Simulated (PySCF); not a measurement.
**CH5BN− (SMILES [BH3-]N=C): a chain of runs**

We compute a saddle-point search (HF/6-31+G*), then a single-point energy, then a single-point energy (U-wB97M-D3(BJ)/aug-cc-pVDZ-DK) of CH5BN−. Input form: a Python script.

The results are computed with PySCF 2.14.0.

## (1) The molecule

CH5BN− has 8 atoms, charge -1, and is taken as a singlet. SMILES: `[BH3-]N=C`. The run starts from this shape.

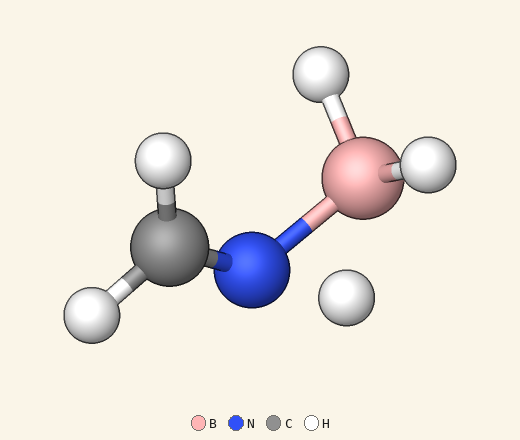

The structure, seen from a chosen angle (boron pink, nitrogen blue, carbon grey, hydrogen white).

## (2) A transition-state search at HF/6-31+G(d) (density fitting with cc-pvtz-jkfit, spherical functions) (run 1)

File run.py:

```python
# [BH3-]N=C
from pyscf import gto
from pyscf.geomopt.geometric_solver import kernel as optimise

mol = gto.Mole()
mol.atom = '''
B      0.165600     1.032650     0.317000
N      0.676790    -0.343350    -0.170270
C     -0.078150    -1.293200    -0.410600
H     -0.623460     1.495860    -0.501040
H      1.589940     0.777920     0.075973
H     -0.400090     0.897810     1.397340
H     -1.192360    -1.302570    -0.318090
H      0.324580    -2.264550    -0.754640
'''
mol.spin = 0
mol.verbose = 3
mol.basis = '6-31+g*'
mol.charge = -1
mol.max_memory = 1860
mol.build()

hf = mol.RHF()
hf = hf.density_fit(auxbasis='cc-pvtz-jkfit')
converged, mol_eq = optimise(hf, maxsteps=60, transition=True, hessian=True)
print('converged:', converged)
print(mol_eq.tostring())

hf.reset(mol_eq)
mol = mol_eq
hf.kernel()
e_final = hf.e_tot
print('E = %.10f Eh' % e_final)
```

On the command line:

```bash
$ OMP_NUM_THREADS=1 python run.py
```

The program printed:

```text
converged SCF energy = -119.745371301773

[... 89 lines left out ...]
Ground State Electronic Energy    : E0                        =  -119.74537130 au (    -75141.3550 kcal/mol)
[... 257 lines left out ...]
converged SCF energy = -119.7189458374
[... 232 lines left out ...]
Inverse iteration for Cartesians failed
[... 62 lines left out ...]
converged SCF energy = -119.744983633031
[... 285 lines left out ...]
converged SCF energy = -119.785780434966
[... 286 lines left out ...]
converged SCF energy = -119.79533414005
[... 233 lines left out ...]
Geometry optimization failed to converge in 60 iterations
[... 6 lines left out ...]
converged SCF energy = -119.797476850997
E = -119.7974768510 Eh
```

Wall time 58 s (1 thread of Arm Neoverse V1, shared host); peak memory 0.39 GiB.

No converged result was reached.

## (3) A single-point energy at HF/6-31+G(d) (density fitting with cc-pvtz-jkfit, spherical functions) (run 4)

File job.py:

```python
from pyscf import gto, scf

mol = gto.M(
    atom='''
B      0.165600     1.032650     0.317000
N      0.676790    -0.343350    -0.170270
C     -0.078150    -1.293200    -0.410600
H     -0.623460     1.495860    -0.501040
H      1.127090     1.777360     0.440280
H     -0.400090     0.897810     1.397340
H     -1.192360    -1.302570    -0.318090
H      0.324580    -2.264550    -0.754640
''',
    verbose=3,
    charge=-1,
    basis='6-31+g*',
    max_memory=1860,
    spin=0,
)

mf = scf.RHF(mol)
mf = mf.density_fit(auxbasis='cc-pvtz-jkfit')
mf.kernel()

etot = mf.e_tot
print('E(%s) = %.9f' % ('HF', etot))
```

On the command line:

```bash
$ OMP_NUM_THREADS=1 python job.py
```

The program printed:

```text
converged SCF energy = -119.880423753906
E(HF) = -119.880423754
```

It took 0.95 s on 1 thread of Arm Neoverse V1, shared host; peak memory 0.11 GiB.

## (4) A single-point energy at U-wB97M-D3(BJ)/aug-cc-pVDZ-DK (sfX2C) (run 6)

File job.py:

```python
from pyscf import gto, dft

molecule = gto.Mole()
molecule.atom = '''
B      0.165600     1.032650     0.317000
N      0.676790    -0.343350    -0.170270
C     -0.078150    -1.293200    -0.410600
H     -0.623460     1.495860    -0.501040
H      1.127090     1.777360     0.440280
H     -0.400090     0.897810     1.397340
H     -1.192360    -1.302570    -0.318090
H      0.324580    -2.264550    -0.754640
'''
molecule.max_memory = 1860
molecule.basis = 'aug-cc-pvdz-dk'
molecule.charge = -1
molecule.spin = 0
molecule.verbose = 4
molecule.build()

mf = dft.UKS(molecule)
mf.xc = 'wb97m-d3bj'
mf = mf.sfx2c1e()
mf.kernel()
for _ in range(3):
    mo, _, stable, _ = mf.stability(return_status=True)
    if stable:
        break
    mf.kernel(mf.make_rdm1(mo, mf.mo_occ))

etot = mf.e_tot
print(f'total energy: {etot:.8f} hartree')
dip = mf.dip_moment()
pop, q = mf.mulliken_pop()
```

On the command line:

```bash
$ OMP_NUM_THREADS=1 python job.py
```

The program printed:

```text
PySCF version 2.14.0

[... 119 lines left out ...]
converged SCF energy = -120.809665808953  <S^2> = 6.4394712e-11  2S+1 = 1
[... 2 lines left out ...]
total energy: -120.80966581 hartree
Dipole moment(X, Y, Z, Debye): -1.71266, -3.38494, -0.93223
[... 11 lines left out ...]
charge of  7H =     -0.49049  (     0.74525      0.74524 )
```

Run time: 5.1 min. Hardware: 1 thread of Arm Neoverse V1, shared host; peak memory 0.85 GiB.

## (5) Results

```
                                                                                   quantity                      value
                                                            run 4, HF/6-31+G*: total energy              -119.88042 Eh
                                                             run 4, HF/6-31+G*: HOMO energy                   -4.23 eV
                                                             run 4, HF/6-31+G*: LUMO energy                    5.37 eV
                   run 4, HF/6-31+G*: HOMO–LUMO gap (to an unbound level, set by the basis)                    9.60 eV
                                         run 6, U-wB97M-D3(BJ)/aug-cc-pVDZ-DK: total energy              -120.80967 Eh
                                          run 6, U-wB97M-D3(BJ)/aug-cc-pVDZ-DK: HOMO energy                   -3.28 eV
                                          run 6, U-wB97M-D3(BJ)/aug-cc-pVDZ-DK: LUMO energy                    3.29 eV
run 6, U-wB97M-D3(BJ)/aug-cc-pVDZ-DK: HOMO–LUMO gap (to an unbound level, set by the basis)                    6.58 eV
                                    run 6, U-wB97M-D3(BJ)/aug-cc-pVDZ-DK: dispersion energy              -17.44 kJ/mol
                                                                          run 1, HF/6-31+G*  no result (not converged)
```

Mulliken charges (run 4, HF/6-31+G*) run from -0.39 on N2 to +0.10 on H7; in a basis this large or diffuse they mean little. 1 of the 3 runs did not end normally.
